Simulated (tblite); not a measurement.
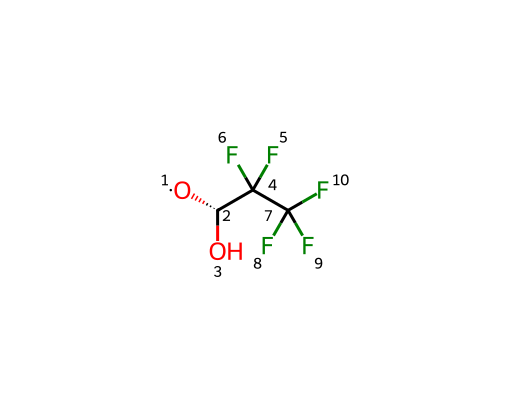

Skeletal drawing with numbered atoms; wedges and dashes mark any stereocentres. The configuration is that of a computed structure (GFN2-xTB).

Question: Assign CIP descriptors.

Answer: C2: S.
